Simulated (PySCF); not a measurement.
# SnO (tin(ii) oxide) at FCI/STO-6G

Aim: the vertical singlet–triplet gap of SnO (tin(ii) oxide) at FCI/STO-6G, from 2 runs. 

Program for the calculation: PySCF 2.14.0.

15 further runs of the same task are left out: 6 that didn't finish, 9 set aside as unsound or not needed.

## (1) Starting point

SnO: 2 atoms, total charge 0, spin state singlet. As SMILES, `[O]=[Sn]`. Geometry: relaxed at PBE0-D4/def2-TZVP.

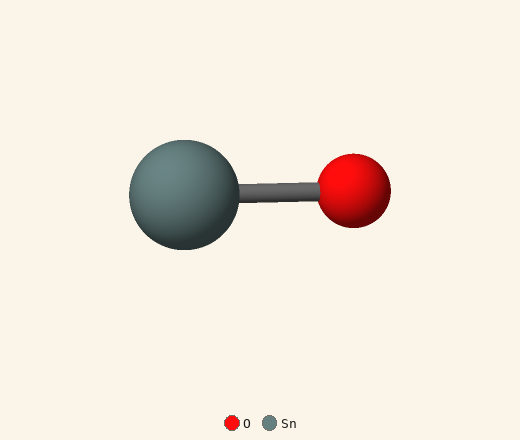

Viewed from a chosen angle; oxygen red, tin teal.

## (2) The energy at FCI/STO-6G

File job.py:

```python
from pyscf import gto, mcscf
from pyscf import fci

mol = gto.Mole()
mol.atom = '''
O    0.000000   0.000000  -0.007080
Sn   0.000000   0.000000   1.810660
'''
mol.basis = 'sto-6g'
mol.max_memory = 1860
mol.verbose = 3
mol.build()

myscf = mol.RHF()
myscf.conv_tol = 1e-10
myscf.kernel()
if not myscf.converged:
    myscf = myscf.newton().run(myscf.mo_coeff, myscf.mo_occ)

cas = mcscf.CASCI(myscf, myscf.mo_coeff.shape[-1] - 19, (mol.nelec[0] - 19, mol.nelec[1] - 19))  # full CI above the frozen core
cas.fcisolver = fci.direct_spin0.FCI(mol)  # even spin states alone
cas.kernel()
print('<S^2> = %.4f' % cas.fcisolver.spin_square(cas.ci, cas.ncas, cas.nelecas)[0])
e_final = cas.e_tot
print('E = %.10f Eh' % e_final)
```

Started as:

```console
OMP_NUM_THREADS=1 python job.py
```

The log of the run:

```text
converged SCF energy = -6068.78254578752
CASCI E = -6068.95342651650  E(CI) = -108.958012805580  S^2 = 0.0000000
<S^2> = 0.0000
E = -6068.9534265165 Eh
```

It took 3.9 s on 1 thread of Arm Neoverse V1, shared host; peak memory 0.14 GiB.

## (3) The triplet at the same level

File input.py:

```python
from pyscf import gto, scf, mcscf

system = gto.M(
    atom='''
O      0.000000     0.000000    -0.013379
Sn     0.000000     0.000000     3.421652
''',
    spin=2,
    max_memory=1860,
    verbose=3,
    basis='sto-6g',
    unit='bohr',
)

calc0 = scf.ROHF(system)
calc0.conv_tol = 1e-10
calc0.kernel()
if not calc0.converged:
    calc0 = calc0.newton().run(calc0.mo_coeff, calc0.mo_occ)

cas = mcscf.CASCI(calc0, calc0.mo_coeff.shape[-1] - 19, (system.nelec[0] - 19, system.nelec[1] - 19))  # full CI above the frozen core
cas.fix_spin_(ss=2.0)
cas.kernel()
e_tot = cas.e_tot
print(f'total energy: {e_tot:.8f} hartree')
```

Started as:

```console
OMP_NUM_THREADS=1 python input.py
```

The log of the run:

```text
converged SCF energy = -6068.73039346724
CASCI E = -6068.84156544379  E(CI) = -108.841364944135  S^2 = 2.0000000
total energy: -6068.84156544 hartree
```

Wall time 4.2 s (1 thread of Arm Neoverse V1, shared host); peak memory 0.14 GiB.

## (4) Results

At FCI/STO-6G, 19 core orbitals frozen:

| quantity | value |
| --- | --- |
| singlet: total energy | -6068.95343 Eh |
| singlet: dipole moment (Hartree–Fock density) | 1.81 D |
| singlet: HOMO energy (Hartree–Fock orbitals) | -5.96 eV |
| singlet: LUMO energy (Hartree–Fock orbitals) | 5.63 eV |
| singlet: HOMO–LUMO gap (Hartree–Fock orbitals) | 11.59 eV |
| singlet: correlation energy (19 core orbitals frozen) | -170.9 mEh |
| triplet: total energy | -6068.84157 Eh |
| triplet: dipole moment (Hartree–Fock density) | 0.86 D |
| triplet: correlation energy (19 core orbitals frozen) | -111.2 mEh |
| vertical energy of the triplet above the singlet | 3.044 eV |

In words: At this shape the triplet lies 3.04 eV (294 kJ/mol) above the singlet. In a minimal basis such a difference can be off by several eV, whatever the method. Relativity is left out (singlet) although the molecule holds a heavy atom. Relativity is left out (triplet) although the molecule holds a heavy atom.
